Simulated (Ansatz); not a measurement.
# Al (Im-3m): cell relaxations under several functionals from a Python script

The task is cell relaxations under several functionals, for Al (Im-3m).

This is Al in the bcc structure; at room conditions it is fcc.

Program: the Python package of Ansatz 0.2.0. The levels of theory stand in the script. These are calculated values, not measurements.

## Step 1: Starting point

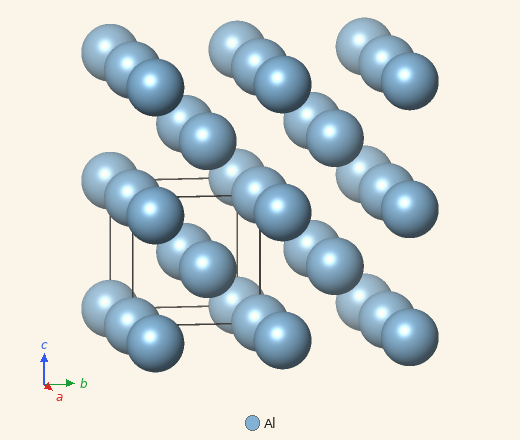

The structure that the script starts from, seen slightly off an axis (aluminium light blue). 2×2×2 cells are drawn. The cell is the conventional one. Atoms on cell faces are repeated.

Input file al.vasp:

```text
Al
1.0
  -1.59121869    1.59121869    1.59121869
   1.59121869   -1.59121869    1.59121869
   1.59121869    1.59121869   -1.59121869
Al
1
Direct
   0.00000000    0.00000000    0.00000000
```

## Step 2: The script

lattice_al.py

```python
# -*- coding: utf-8 -*-
"""Relaxed cell of Al under several functionals."""

import warnings

import ansatz as az
from ase.io import read
import numpy as np

def edges_and_angles(cell):
    cell = np.asarray(cell)
    a, b, c = np.linalg.norm(cell, axis=1)
    cosines = cell[1] @ cell[2] / (b * c), cell[0] @ cell[2] / (a * c), cell[0] @ cell[1] / (a * b)
    return (a, b, c, *np.degrees(np.arccos(cosines)))

warnings.simplefilter("ignore", az.DeckWarning)

atoms = read("al.vasp", format="vasp")
system = az.Crystal.from_ase(atoms)

calculation = (
    system.calculation()
    .kpoints(mesh=(10, 10, 10))
    .occupations("cold", width=0.15)
    .relax(cell=True, force_tolerance=0.03)
)

levels = [("blyp", "d3bj"), ("lda", "none"), ("r2scan", "d4")]
print("level            a       b       c    alpha   beta  gamma  V/atom  steps")
for name, dispersion in levels:
    seen = []
    run = calculation.functional(name, dispersion=dispersion).session().plan()
    out = run.execute(on_event=lambda e: seen.append(e) if e["event"] == "relax_step" else None)
    cell = out.lattice.cell_ang
    label = name if dispersion == "none" else f"{name}+{dispersion}"
    print("{:13s} {:7.4f} {:7.4f} {:7.4f} {:6.2f} {:6.2f} {:6.2f}".format(label, *edges_and_angles(cell)), f"{abs(np.linalg.det(cell)) / len(out.lattice.sites):7.3f} {len(seen):5d}")
```

## Step 3: The calls as engine input

The engine receives this input (first run):

```yaml
crystal:
  lattice:
    - [-1.59121869, 1.59121869, 1.59121869]
    - [1.59121869, -1.59121869, 1.59121869]
    - [1.59121869, 1.59121869, -1.59121869]
  atoms:
    - { symbol: Al, position: [0.0, 0.0, 0.0] }
kpoints:
  mp_grid:
    grid: [10, 10, 10]
hamiltonian:
  xc: blyp
  dispersion: d3bj
scf:
  occupations:
    method: cold
    width: 0.15
relax:
  f_tol: 0.03
  cell: {}
```

## Step 4: Running it

Launch:

```sh
$ python lattice_al.py
```

Output:

```text
level            a       b       c    alpha   beta  gamma  V/atom  steps
blyp+d3bj      2.7539  2.7539  2.7539 109.47 109.47 109.47  16.078     3
lda            2.7668  2.7668  2.7668 109.47 109.47 109.47  16.305     3
r2scan+d4      2.7597  2.7597  2.7597 109.47 109.47 109.47  16.179     3
```

Run time: 6.7 s. Hardware: 1 thread of Arm Neoverse V1, shared host; peak memory 0.45 GiB.

## Step 5: What changed from run to run

The engine's inputs for the other runs:

Run 2, against run 1:

```diff
@@ -12,2 +12,2 @@
-  xc: blyp
-  dispersion: d3bj
+  xc: lda
+  dispersion: none
```

Run 3, against run 1:

```diff
@@ -12,2 +12,2 @@
-  xc: blyp
-  dispersion: d3bj
+  xc: r2scan
+  dispersion: d4
```

Lines on the test bed's own set-up are left out of the output.

A comment line of the script is reworded here; the code is as run.

## Step 6: The engine's runs

The 3 runs, in the order started:

| run | functional | dispersion | energy (eV/atom) | final volume (Å³/atom) | pressure (GPa) | SCF cycles in all | CPU time (s) |
| --- | --- | --- | --- | --- | --- | --- | --- |
| 1 | blyp | d3bj | -541.1847 | 16.08 | -0.03 | 11 | 1.1 |
| 2 | lda | none | -512.7935 | 16.30 | 0.02 | 11 | 1 |
| 3 | r2scan | d4 | -540.4264 | 16.18 | -0.02 | 12 | 3.4 |

Energies are free energies F = E - TS of the smeared occupations. Totals hang on method, basis and potentials, so only like runs compare.

## Step 7: Path of the relaxation of run 1

Relaxation path:

```csv
step,energy from step 1 (eV/cell),largest force component (eV/Å),pressure (GPa),volume (Å³)
1,0.0000,0.0000,-0.19,16.12
2,0.0000,0.0000,-0.02,16.08
3,0.0000,0.0000,-0.03,16.08
```

Step 1 is the start. Step 3 repeats the geometry before it on a plane-wave basis chosen anew for that cell, so its energy need not be comparable with the rows above.

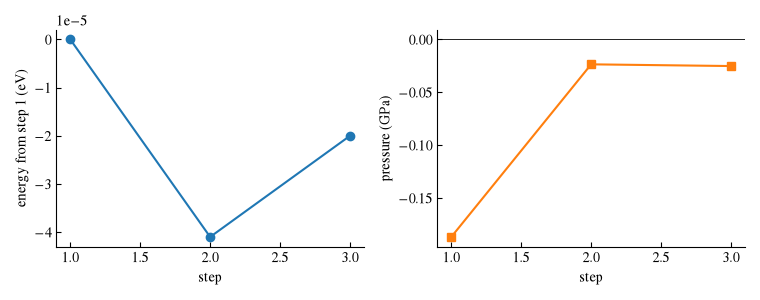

Energy and pressure along the relaxation.

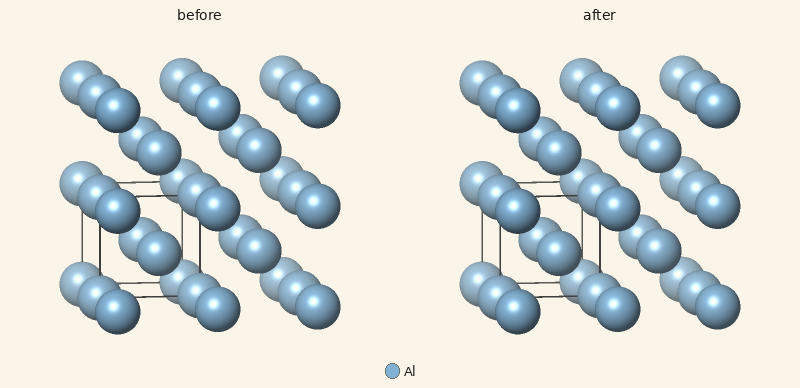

The structure before (left) and after (right) the relaxation, drawn at the same scale. The change is too small to see at this scale.

Lengths and angles in the start's conventional setting:

|  | before | after | change |
| --- | --- | --- | --- |
| a (Å) | 3.182 | 3.180 | -0.1 % |
| b (Å) | 3.182 | 3.180 | -0.1 % |
| c (Å) | 3.182 | 3.180 | -0.1 % |
| volume (Å³/atom) | 16.12 | 16.08 | -0.2 % |
| shortest distance (Å) | 2.756 | 2.754 | -0.1 % |
| space group (0.01 Å) | Im-3m | Im-3m | same |

The run keeps the 48 symmetry operations of the start, so it could not have lowered the symmetry.

## Step 8: The relaxation of run 3, step by step

Step by step:

| step | energy from step 1 (eV/cell) | largest force component (eV/Å) | pressure (GPa) | volume (Å³) |
| --- | --- | --- | --- | --- |
| 1 | 0.0000 | 0.0000 | 0.31 | 16.12 |
| 2 | -0.0001 | 0.0000 | -0.02 | 16.18 |
| 3 | -0.0001 | 0.0000 | -0.02 | 16.18 |

Step 1 is the start. Step 3 repeats the geometry before it on a plane-wave basis chosen anew for that cell, so its energy need not be comparable with the rows above.

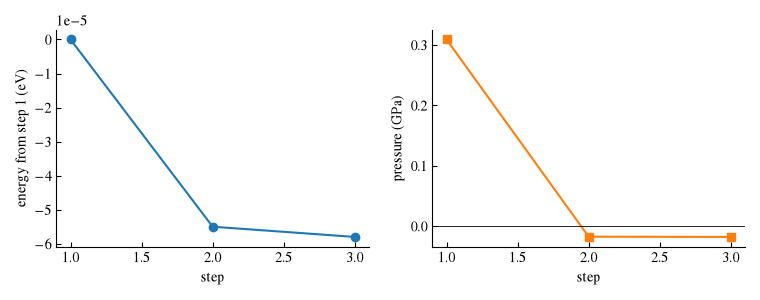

Energy and pressure along the relaxation.

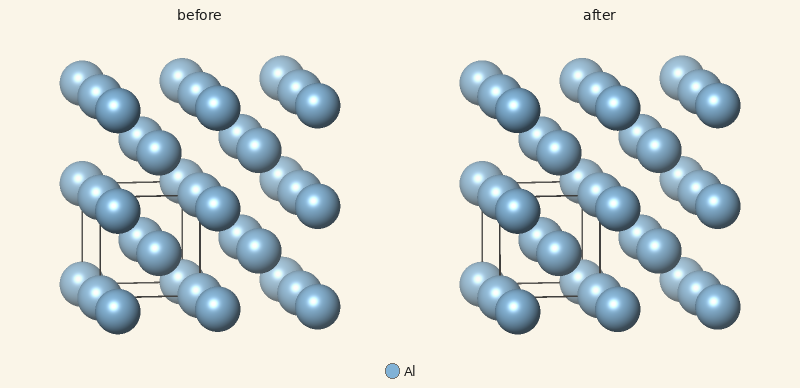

Before and after, at one scale. The change is too small to see at this scale.

Lengths and angles in the start's conventional setting:

|  | before | after | change |
| --- | --- | --- | --- |
| a (Å) | 3.182 | 3.187 | +0.1 % |
| b (Å) | 3.182 | 3.187 | +0.1 % |
| c (Å) | 3.182 | 3.187 | +0.1 % |
| volume (Å³/atom) | 16.12 | 16.18 | +0.4 % |
| shortest distance (Å) | 2.756 | 2.760 | +0.1 % |
| space group (0.01 Å) | Im-3m | Im-3m | same |

Forces and stress were held to the start's 48 operations: a distortion of lower symmetry was not tested.

## Step 9: What came out

```
      quantity                                     value
 runs compared                                         3
relaxed volume  16.08 (blyp d3bj) to 16.30 Å³/atom (lda)
```

**Reading.** From smallest to largest: BLYP+D3BJ (16.08 Å³ an atom, -0.2 % against the start), r2SCAN+D4 (16.18 Å³ an atom, +0.4 % against the start) and LDA (16.30 Å³ an atom, +1.2 % against the start). The spread is 1.4 % in volume. In run 1, the volume shrank by 0.2 % over 1 move, and the space group stayed Im-3m. In run 3, over 1 move the cell grew by 0.4 % in volume, and the space group stayed Im-3m. What to keep in mind:
- BLYP and dispersion corrections can be off by several per cent in the lattices of metals, and by several GPa in the pressure at a fixed cell.
- For a metal this k-point mesh is coarse: on a finer one energies can move by several to tens of meV an atom and pressures by half a GPa or more, differences at one mesh by less.
- Edges and angles that the script prints are those of the cell as typed, here a primitive one.
- This isn't the structure that Al takes at ambient conditions. Whether this is the phase that is stable at ambient conditions was not tested.
